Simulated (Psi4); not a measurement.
# AlHBrF (SMILES [F][AlH][Br]) at SCAN/aug-cc-pVDZ (sweep point 1)

Aim: the vertical ionisation energy of AlHBrF at SCAN/aug-cc-pVDZ (sweep point 1), from 2 runs. 

The calculation is run with Psi4 1.11.

## (1) The system as given

The species is AlHBrF (4 atoms), meant as a singlet with charge 0. As SMILES, `[F][AlH][Br]`. Geometry: relaxed at PBE0-D4/def2-TZVP.

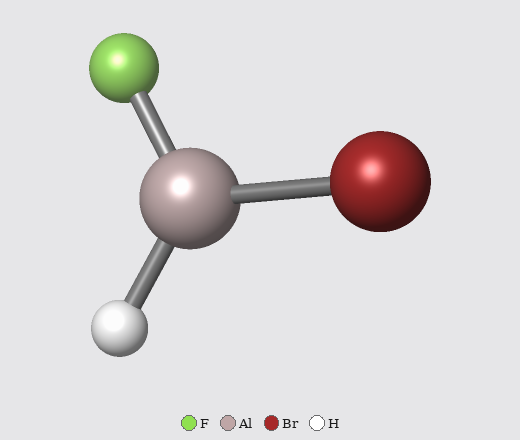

The structure, seen from a chosen angle (fluorine green, aluminium light grey, bromine red, hydrogen white).

## (2) The energy at SCAN/aug-cc-pVDZ (sweep point 1)

Contents of input.in:

```
memory 1.6 GB

molecule molecule1 {
  0 1
  F      0.779100    -0.805100     1.280100
  Al     0.132300     0.076200     0.056400
  Br    -1.566600    -0.822700    -1.088000
  H      0.710500     1.491300    -0.268800
  symmetry c1
}

set {
  basis aug-cc-pVDZ
  reference rks
  puream true
  scf_type pk
  dft_radial_points 99
  dft_spherical_points 590
}

energy_value = energy("scan")
```

Run with:

```sh
$ psi4 -i input.in -o input.out -n 1
```

input.out:

```text
[...]
  Running in c1 symmetry.
[...]
  Nuclear repulsion =  207.028600844508134
[...]
  Multiplicity = 1
[...]
  Nalpha       = 29
  Nbeta        = 29
[...]
    Number of basis functions: 95
[...]
   @RKS iter   1: -2917.06384125915702   -1.53958e+00   8.95244e-03 ADIIS/DIIS
[...]
   @RKS iter   9: -2917.31558306096986   -1.15797e-08   2.16962e-07 DIIS
[...]
    Orbital Energies [Eh]
    ---------------------
    Doubly Occupied:
       1A   -482.331208     2A    -62.347013     3A    -56.132914
       4A    -56.131912     5A    -56.131602     6A    -55.829893
       7A    -24.492839     8A     -8.661246     9A     -6.461441
      10A     -6.456051    11A     -6.454734    12A     -4.142826
      13A     -2.683494    14A     -2.678145    15A     -2.675224
      16A     -2.555883    17A     -2.554511    18A     -2.553549
      19A     -2.549476    20A     -2.549437    21A     -1.129283
      22A     -0.749394    23A     -0.445189    24A     -0.385801
      25A     -0.384081    26A     -0.378628    27A     -0.322802
      28A     -0.302173    29A     -0.292353
[...]
  @RKS Final Energy: -2917.31558306096986
   => Energetics <=
    Nuclear Repulsion Energy =            207.0286008445081336
    One-Electron Energy =               -4471.9365381440948113
    Two-Electron Energy =                1468.6449107426249157
    DFT Exchange-Correlation Energy =    -121.0525565040084075
    Empirical Dispersion Energy =           0.0000000000000000
    VV10 Nonlocal Energy =                  0.0000000000000000
    Total Energy =                      -2917.3155830609698569
[...]
 Multipole Moments:
 ------------------------------------------------------------------------------------
     Multipole            Electronic (a.u.)      Nuclear  (a.u.)        Total (a.u.)
 ------------------------------------------------------------------------------------
 L = 1.  Multiply by 2.5417464519 to convert [e a0] to [Debye]
 Dipole X            :         -5.1659523            5.2375308            0.0715786
 Dipole Y            :         -2.8985630            3.3203016            0.4217386
 Dipole Z            :         -3.3729391            3.1740982           -0.1988410
 Magnitude           :                                                    0.4717252
[...]
```

Wall time 40 s (1 thread of AMD EPYC 7R43 (Zen 3), shared host); peak memory 1.1 GiB.

## (3) The doublet cation

Contents of job.inp:

```
memory 1600 mb

molecule {
  1 2
  F      0.779100    -0.805100     1.280100
  Al     0.132300     0.076200     0.056400
  Br    -1.566600    -0.822700    -1.088000
  H      0.710500     1.491300    -0.268800
  units angstrom
  symmetry c1
}

set {
  basis                aug-cc-pVDZ
  reference            uks
  puream               true
  scf_type             pk
  dft_radial_points    99
  dft_spherical_points 590
  maxiter              150
}

energy("scan")
```

Run with:

```sh
$ psi4 job.inp job.out -n 1
```

job.out:

```text
[...]
  Running in c1 symmetry.
[...]
  Nuclear repulsion =  207.028600844508134
[...]
  Multiplicity = 2
[...]
  Nalpha       = 29
  Nbeta        = 28
[...]
    Number of basis functions: 95
[...]
   @UKS iter   1: -2916.72457798069354   -1.20032e+00   7.77042e-03 DIIS/ADIIS
[...]
   @UKS iter  13: -2916.90283081514326   -1.88402e-09   9.66297e-07 DIIS
[...]
   @S^2 Observed:                7.576412902E-01
[...]
    Orbital Energies [Eh]
    ---------------------
    Alpha Occupied:
       1A   -482.638447     2A    -62.653086     3A    -56.442278
       4A    -56.437778     5A    -56.436652     6A    -56.076867
       7A    -24.697504     8A     -8.966805     9A     -6.772266
      10A     -6.761536    11A     -6.755783    12A     -4.388550
      13A     -2.928454    14A     -2.924347    15A     -2.921296
      16A     -2.866063    17A     -2.864404    18A     -2.859954
      19A     -2.851864    20A     -2.851531    21A     -1.330934
      22A     -1.048909    23A     -0.676692    24A     -0.623168
      25A     -0.611081    26A     -0.588107    27A     -0.582854
      28A     -0.567249    29A     -0.564578
    Alpha Virtual:
[...]
  @UKS Final Energy: -2916.90283081514326
   => Energetics <=
    Nuclear Repulsion Energy =            207.0286008445081336
    One-Electron Energy =               -4456.1994829441591719
    Two-Electron Energy =                1453.0020349214205453
    DFT Exchange-Correlation Energy =    -120.7339836369130524
    Empirical Dispersion Energy =           0.0000000000000000
    VV10 Nonlocal Energy =                  0.0000000000000000
    Total Energy =                      -2916.9028308151432611
[...]
 Multipole Moments:
 ------------------------------------------------------------------------------------
     Multipole            Electronic (a.u.)      Nuclear  (a.u.)        Total (a.u.)
 ------------------------------------------------------------------------------------
 L = 1.  Multiply by 2.5417464519 to convert [e a0] to [Debye]
 Dipole X            :         -4.9580984            5.2375308            0.2794324
 Dipole Y            :         -2.2316628            3.3203016            1.0886388
 Dipole Z            :         -3.5916824            3.1740982           -0.4175842
 Magnitude           :                                                    1.1989969
[...]
```

Wall time 70 s (1 thread of AMD EPYC 7R43 (Zen 3), shared host); peak memory 1.1 GiB.

## (4) Summary of results

Level: SCAN/aug-cc-pVDZ (sweep point 1).

| quantity | value |
| --- | --- |
| singlet AlHBrF: total energy | -2917.31558 Eh |
| singlet AlHBrF: dipole moment | 1.20 D |
| singlet AlHBrF: HOMO energy | -7.96 eV |
| singlet AlHBrF: LUMO energy | -1.85 eV |
| singlet AlHBrF: HOMO–LUMO gap | 6.11 eV |
| doublet cation: total energy | -2916.90283 Eh |
| doublet cation: HOMO energy (highest over α and β) | -14.92 eV |
| doublet cation: LUMO energy (lowest over α and β) | -14.41 eV |
| doublet cation: ⟨S²⟩ | 0.758 |
| vertical ionisation energy (to the doublet cation) | 11.232 eV |

**Reading.** The vertical ionisation energy comes to 11.23 eV (1084 kJ/mol). The negative HOMO energy of the first species, 7.96 eV, lies 3.28 eV below that difference.
